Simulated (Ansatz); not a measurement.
NbS₂ (charge +1)

Input file:

```
crystal:
  periodic: [false, false, false]
  atoms:
    - {symbol: Nb, position_ang: [-0.044405, -0.955940, 0.912563]}
    - {symbol: S, position_ang: [-0.301374, 1.161006, 0.243478]}
    - {symbol: S, position_ang: [0.345789, -0.205066, -1.156041]}
basis:
  gaussian: {orbitals: def2-TZVP, initial_orbitals: start.molden}
total_charge: 1
hamiltonian: {xc: pbe0, dispersion: d4}
output: {forces: true, orbitals: {seedname: orbitals}}
```

Launched as:

```sh
ansatz run in.yaml --threads 4 --pin off --events-out ev --progress --plain --max-ram 3916MiB
```

Geometry: r2SCAN-D4/def2-TZVP; core potentials replace the inner electrons of Nb.

Computed with RKS PBE0-D4/def2-TZVP (Ansatz).

Predict the electron density and electron localisation function between the atoms.

S–S (2.06 Å): ρ at the midpoint is about 0.97 e/Å³; the ELF peaks at about 0.75 between the atoms, as expected for a shared electron pair.
Nb–S (2.23 Å): the density is about 0.82 e/Å³ at the midpoint; the ELF peaks at about 0.80 in the valence shell of S, 0.8 Å from its nucleus, and is about 0.45 at the midpoint.

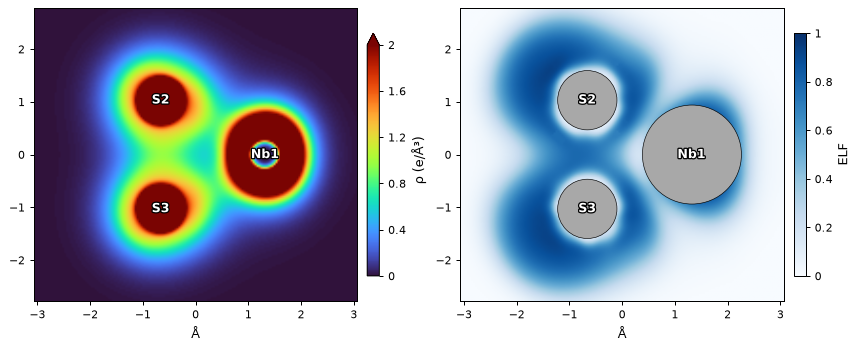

Computed electron density and electron localisation function on the molecular plane, in this order. Grey discs cover the atomic cores in the ELF map. 
